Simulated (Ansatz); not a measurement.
C4H11Al (SMILES [H][Al]([CH2]C)[CH2]C)

```xyz
16

Al   -0.1344   -0.5982   -0.5574
C     1.6927   -1.1839    0.0250
C     2.0777   -0.6651    1.4243
H     2.4773   -0.8665   -0.6800
H     1.7457   -2.2848    0.0252
H     3.0955   -0.9518    1.6919
H     2.0121    0.4226    1.4632
H     1.4022   -1.0647    2.1808
C    -1.0056    1.1895   -0.2971
C    -2.4272    1.0652   -0.8756
H    -0.4858    2.0155   -0.8042
H    -1.0738    1.5057    0.7542
H    -2.9832    1.9998   -0.7950
H    -2.3860    0.7794   -1.9281
H    -2.9840    0.2879   -0.3503
H    -1.0231   -1.6505   -1.2769
```

Geometry: GFN2-xTB.

Level of theory: Ansatz, isolated molecule in a Gaussian basis; Hartree-Fock.

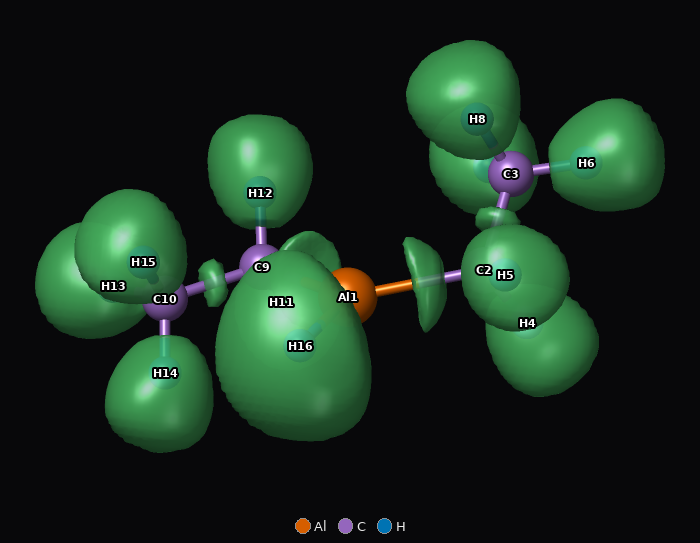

Figure 1. Isosurface of the electron localisation function at 0.9 (green), seen at an oblique angle. Core shells and regions of very low density are left out.

Describe the localisation domains.

Answer. The surface consists of two regions between bonded Al–C atoms (shared pairs), two regions between bonded C–C atoms (shared pairs) and eleven regions around hydrogen nuclei. Profiles from the grid: C–C (1.54 Å): the ELF peaks at about 1 between the atoms: a shared electron pair. C–Al (2.01 Å): the ELF peaks at about 1 between the atoms, as expected for a shared but strongly polarised pair.

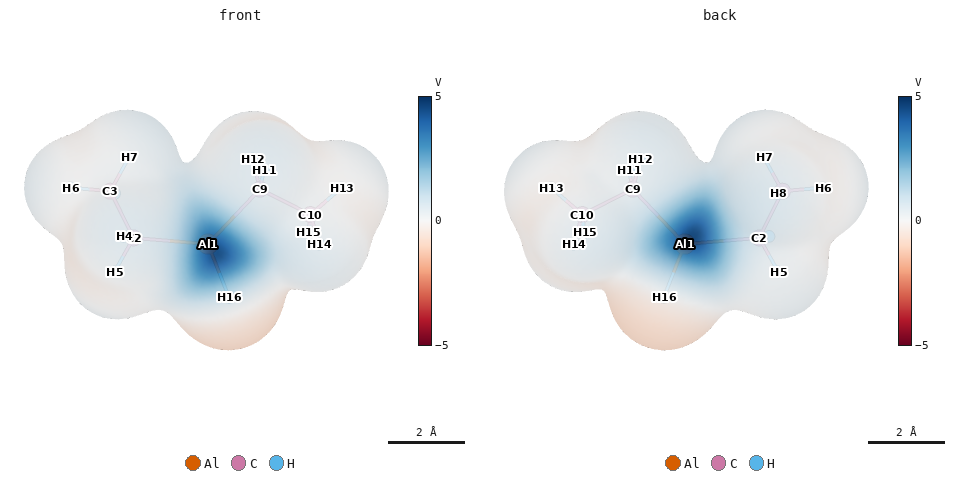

Figure 2. The molecular electrostatic potential painted on the density surface at 0.002 e/bohr³, seen from the front and from behind; the colour scale runs from red (negative) to blue (positive).

Describe the electrostatic potential map.

Answer. The most negative region (about −0.8 V) lies over H16, the most positive (about +4.2 V) over Al1.

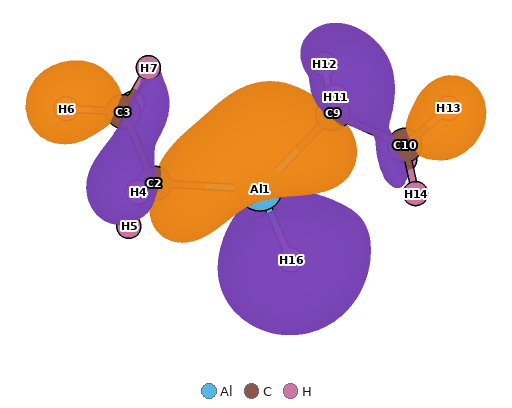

Figure 3. The HOMO−1 at ±0.06 Å⁻³ᐟ² (orange and purple are the two phases), seen across its widest extent.

Where does this orbital lie, and at what energy?

Answer. Its weight (Hirshfeld) is mainly on H16 (about 25 %), Al1 (about 25 %), C9 (about 20 %) and C2 (about 10 %). Its energy is −10.75 eV.
